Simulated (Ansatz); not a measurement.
# wB97X/cc-pVDZ run of AlSiH5O2 (SMILES O[SiH2][O][AlH2])

What is the vertical ionisation energy of AlSiH5O2 at wB97X/cc-pVDZ? 

Program for the calculation: Ansatz 0.2.0.

75 further runs of the same task are left out: 75 set aside as unsound or not needed. Runs told in other sessions of the task aren't counted.

### 1 Starting point

The species is AlSiH5O2 (9 atoms), meant as a singlet with charge 0. SMILES: `O[SiH2][O][AlH2]`. The shape is that of a PBE0-D4/def2-TZVP optimisation. This is one conformer, not always the lowest.

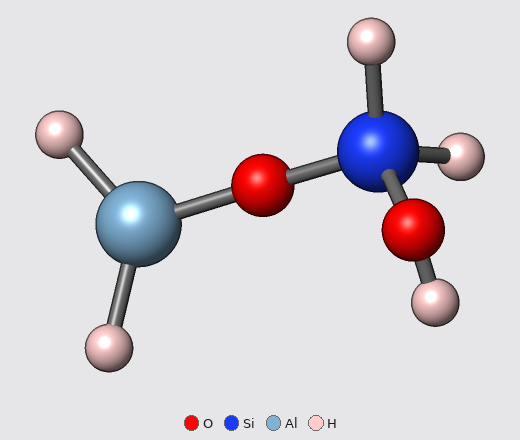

Viewed from a chosen angle; oxygen red, silicon blue, aluminium light blue, hydrogen pink.

### 2 A single-point energy at wB97X/cc-pVDZ

Contents of job.yaml:

```yaml
crystal:
  periodic: [false, false, false]
  atoms:
    - {symbol: O, position_ang: [-0.795100, 1.829400, -0.898200]}
    - {symbol: Si, position_ang: [0.173000, 1.196700, 0.266900]}
    - {symbol: O, position_ang: [0.250800, -0.418900, 0.197700]}
    - {symbol: Al, position_ang: [0.325700, -2.080500, -0.060600]}
    - {symbol: H, position_ang: [-1.740800, 1.705800, -0.810900]}
    - {symbol: H, position_ang: [1.506100, 1.782800, 0.005000]}
    - {symbol: H, position_ang: [-0.337300, 1.564900, 1.614200]}
    - {symbol: H, position_ang: [-0.959500, -2.795700, -0.636800]}
    - {symbol: H, position_ang: [1.665600, -2.830600, 0.305400]}
basis:
  gaussian: {orbitals: cc-pVDZ}
hamiltonian: {xc: {name: wB97X}}
accuracy: high
output: {orbitals: {seedname: orbitals}}
```

Run with:

```sh
$ ansatz run job.yaml --threads 1 --pin off --max-ram 3480MiB --events-out events.jsonl --progress --plain --runs-dir runs
```

What it wrote:

```text
Warning: RAYON_NUM_THREADS=1 ignored (pool sized by the plan → 1); use --threads N
Functional definition: wB97X
  name "wB97X"
  parameter omega = 0.3/bohr
  parameter cx = 0.157706
  parameter cx1 = 0.726479
  parameter cx2 = 1.04760
  parameter cx3 = -5.70635
  parameter cx4 = 13.2794
  parameter css1 = -4.33879
  parameter css2 = 18.2308
  parameter css3 = -31.7430
  parameter css4 = 17.2901
  parameter cos1 = 2.37031
  parameter cos2 = -11.3995
  parameter cos3 = 6.58405
  parameter cos4 = -3.78132
  exchange = spin_sum(e_x_unif_sr(omega)*poly(b97_u_x, 1 - cx, cx1, cx2, cx3, cx4)) + cx*exact_x_sr(omega)
      + exact_x_lr(omega)
  correlation = spin_sum(e_c_pw_same_spin*poly(b97_u_same, 1, css1, css2, css3, css4))
      + integral(e_c_pw_opposite_spin*poly(b97_u_opposite, 1, cos1, cos2, cos3, cos4))
2017 factors; integrals over basis functions are off by at most 3.9e-9 eV
420 factors; integrals over basis functions are off by at most 2.5e-9 eV
mean field evaluation 1: about -18644.7262 eV, gradient 6.3e1 eV
mean field evaluation 2: about -18642.5624 eV, gradient 7.3e1 eV
mean field evaluation 4: about -18651.5230 eV, gradient 3.3e0 eV
mean field evaluation 8: about -18651.6327 eV, gradient 8.5e-2 eV
mean field evaluation 16: about -18651.6327 eV, gradient 1.2e-5 eV
mean field -18651.63273256 eV, -685.4348603907 hartree, gradient 2.5e-8 eV, S^2 0.000000; 0 other end points of the search recorded, 0 dependent functions left out
reference -18651.63272878 eV, -685.4348602518 hartree; 24, 24 occupied and 65, 65 virtual orbitals, 2017 factors
Total energy: -18651.63272878 eV, -685.4348602518 hartree
```

Wall time 35 s (1 thread of Arm Neoverse V2, shared host); peak memory 0.56 GiB.

### 3 The doublet cation, same level

Contents of run.yaml:

```yaml
crystal:
  periodic: [false, false, false]
  atoms:
    - {symbol: O, position_ang: [-0.795100, 1.829400, -0.898200]}
    - {symbol: Si, position_ang: [0.173000, 1.196700, 0.266900]}
    - {symbol: O, position_ang: [0.250800, -0.418900, 0.197700]}
    - {symbol: Al, position_ang: [0.325700, -2.080500, -0.060600]}
    - {symbol: H, position_ang: [-1.740800, 1.705800, -0.810900]}
    - {symbol: H, position_ang: [1.506100, 1.782800, 0.005000]}
    - {symbol: H, position_ang: [-0.337300, 1.564900, 1.614200]}
    - {symbol: H, position_ang: [-0.959500, -2.795700, -0.636800]}
    - {symbol: H, position_ang: [1.665600, -2.830600, 0.305400]}
basis:
  gaussian: {orbitals: cc-pVDZ}
total_charge: 1
magnetization: {spin_polarized: true, initial_magnetization: 1}
hamiltonian: {xc: {name: wB97X}}
accuracy: high
output: {orbitals: {seedname: orbitals}}
```

Run with:

```sh
$ ansatz run run.yaml --threads 1 --pin off --max-ram 3480MiB --events-out events.jsonl --progress --plain --runs-dir runs
```

What it wrote, cut to the lines that bear on the results:

```text
Warning: RAYON_NUM_THREADS=1 ignored (pool sized by the plan → 1); use --threads N
Functional definition: wB97X
  name "wB97X"
[...]
      + exact_x_lr(omega)
[...]
      + integral(e_c_pw_opposite_spin*poly(b97_u_opposite, 1, cos1, cos2, cos3, cos4))
2016 factors; integrals over basis functions are off by at most 3.9e-9 eV
420 factors; integrals over basis functions are off by at most 2.5e-9 eV
[...]
mean field -18640.93821862 eV, -685.0418442525 hartree, gradient 9.4e-8 eV, S^2 0.763044; 4 other end points of the search recorded, 0 dependent functions left out
reference -18640.93821480 eV, -685.0418441120 hartree; 24, 23 occupied and 65, 66 virtual orbitals, 2016 factors
Total energy: -18640.93821480 eV, -685.0418441120 hartree
```

Wall time 2.6 min (1 thread of Arm Neoverse V2, shared host); peak memory 0.95 GiB.

### 4 Outcome

At wB97X/cc-pVDZ:

| quantity | value |
| --- | --- |
| singlet AlSiH5O2: total energy | -685.43486 Eh |
| singlet AlSiH5O2: HOMO energy | -10.58 eV |
| singlet AlSiH5O2: LUMO energy | 0.83 eV |
| singlet AlSiH5O2: HOMO–LUMO gap | 11.41 eV |
| doublet cation: total energy | -685.04184 Eh |
| doublet cation: HOMO energy (highest over α and β) | -15.41 eV |
| doublet cation: LUMO energy (lowest over α and β) | -10.79 eV |
| doublet cation: ⟨S²⟩ | 0.763 |
| vertical ionisation energy (to the doublet cation) | 10.695 eV |

In words: Removing an electron at fixed nuclei costs 10.69 eV (247 kcal/mol). −ε(HOMO) before ionisation, 10.58 eV, is 0.11 eV below this ionisation energy.
